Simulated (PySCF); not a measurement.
C6H14Si

```yaml
atoms:
  - { symbol: C, position_ang: [-1.7220, -0.3794, 1.9650] }
  - { symbol: C, position_ang: [-1.3615, -0.6263, 0.7063] }
  - { symbol: C, position_ang: [-2.2096, -0.9041, -0.5294] }
  - { symbol: C, position_ang: [0.1782, -0.7370, 0.4046] }
  - { symbol: C, position_ang: [0.7728, 0.4018, -0.4401] }
  - { symbol: C, position_ang: [1.0578, 1.7235, 0.4194] }
  - { symbol: Si, position_ang: [2.4095, -0.1646, -1.2924] }
  - { symbol: H, position_ang: [-2.7437, -0.3622, 2.2729] }
  - { symbol: H, position_ang: [-1.0371, -0.2336, 2.7484] }
  - { symbol: H, position_ang: [-1.7685, -0.5295, -1.5067] }
  - { symbol: H, position_ang: [-3.1714, -0.3774, -0.4576] }
  - { symbol: H, position_ang: [-2.5291, -1.9563, -0.7286] }
  - { symbol: H, position_ang: [0.3059, -1.7036, -0.1217] }
  - { symbol: H, position_ang: [0.6506, -0.8257, 1.3837] }
  - { symbol: H, position_ang: [0.0570, 0.5069, -1.2574] }
  - { symbol: H, position_ang: [0.1038, 1.8051, 1.0131] }
  - { symbol: H, position_ang: [1.7943, 1.7093, 1.1985] }
  - { symbol: H, position_ang: [1.1615, 2.4770, -0.3018] }
  - { symbol: H, position_ang: [3.2329, 1.0099, -1.6887] }
  - { symbol: H, position_ang: [3.0987, -0.8270, -0.2556] }
  - { symbol: H, position_ang: [1.9817, -1.0752, -2.4440] }
```

Geometry: GFN2-xTB, MD frame at 250 fs, 300 K.

Computed with PySCF, PBE0/pcSseg-1, SCF density, gas phase, non-relativistic.

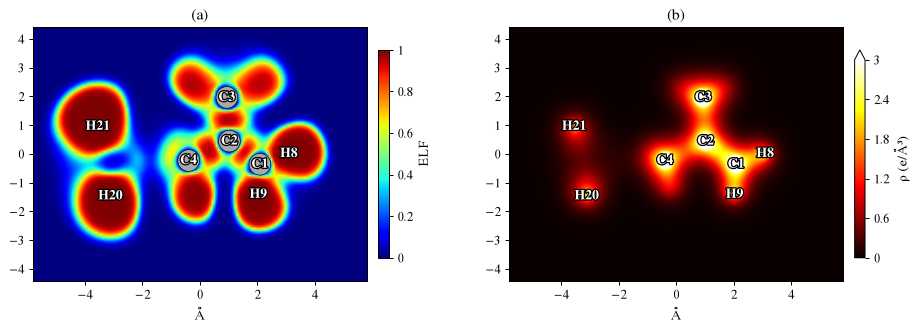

Figure 1. (a) electron localisation function; (b) total electron density on the plane of atoms C1, C2 and C3. Grey discs cover the atomic cores in the ELF map.

### Interpret the plot.

- The plane passes through C and H nuclei.
- C–C (1.33 Å): ρ is about 2.3 e/Å³ halfway; the ELF peaks at about 0.90 between the atoms (a multiple bond).
- C–H (1.07 Å): ρ is about 2.1 e/Å³ halfway; the ELF climbs to about 1 towards the hydrogen, as it does in any bond to H; an ordinary covalent bond to hydrogen.
- C–C (1.52 Å): ρ at the midpoint is about 1.6 e/Å³; the ELF peaks at about 0.95 between the atoms: localised, covalent bonding.

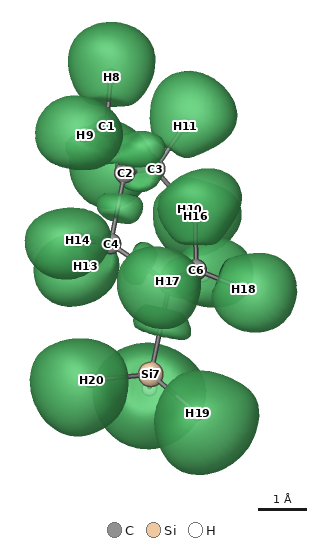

Figure 2. Isosurface of the ELF at 0.8 (green), seen at an oblique angle. Only the valence region is drawn (cores and ρ < 0.01 e/Å³ removed).

### Identify the bonds, lone pairs and shells in this picture.

The surface consists of five regions between bonded C–C atoms (shared pairs), one region between bonded C–Si atoms (shared pairs) and 14 regions around hydrogen nuclei. Profiles from the grid: C–Si (1.93 Å): the ELF peaks at about 0.95 between the atoms, as expected for localised, covalent bonding.

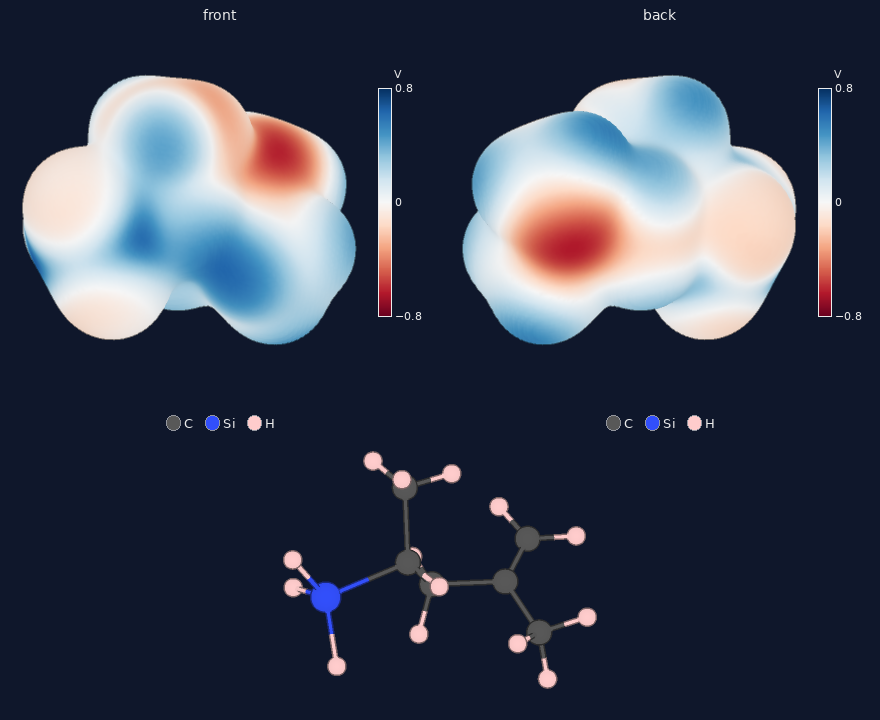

Figure 3. The molecular electrostatic potential painted on the density surface at 0.001 e/bohr³, seen from the front and from behind; red is negative and blue positive. The bare structure is drawn below in the same view.

### Where is the surface potential most negative and most positive?

The most negative region (about −0.6 V) lies over the π face of C1 and C2, the most positive (about +0.6 V) over Si7, H10 and H15.

### How polar is the molecule by this calculation?

Its dipole moment is 0.53 D.
